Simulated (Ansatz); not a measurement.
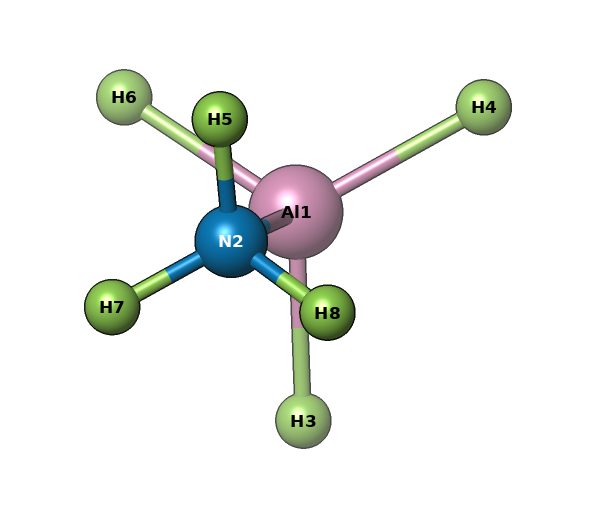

Al1 lies behind N2. The molecule seen a little off the N2–Al1 bond, N2 in front. Distant atoms are faded towards the background colour. The geometry was computed by an optimisation with PBE0-D4/def2-TZVP.

> What is the torsion angle H5–N2–Al1–H3? The sign is positive where the front bond must turn clockwise to cover the back bond.

180°, antiperiplanar (anti). The bonds about N2–Al1 are staggered.
